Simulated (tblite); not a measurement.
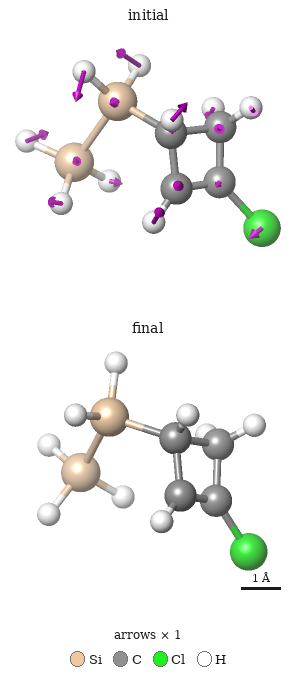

The structure of C4H9ClSi2 before (top) and after (bottom) a relaxation, at one scale. The purple arrows give the displacements, at their true length.

Style: ball-and-stick. Shown at a tilt.

The calculation used GFN2-xTB geometry optimisation, gas phase in tblite 0.8.0. 

**Describe what moved and what it gained.**

After 118 geometry steps the energy has fallen by 15.7 kcal/mol. The largest move after the best rigid fit is that of an H atom, 1.14 Å. By element the largest moves are H 1.14 Å, Cl 0.47 Å, C 0.45 Å, Si 0.38 Å. Some distances before and after: Si–Si 2.217 → 2.313 Å, C–Cl 1.782 → 1.712 Å, C–C 1.428 → 1.498 Å, C–C 1.494 → 1.554 Å. Bond angles that change, for instance: Si–Si–H 107.6° → 114.8°, Si–Si–H 105.9° → 113.0°, Si–C–C 108.4° → 115.2°. Groups turn about C–Si by about 45°, Si–Si by about 40°. Cost: 1 s on 1 thread of Arm Neoverse V1, with other jobs on the host.
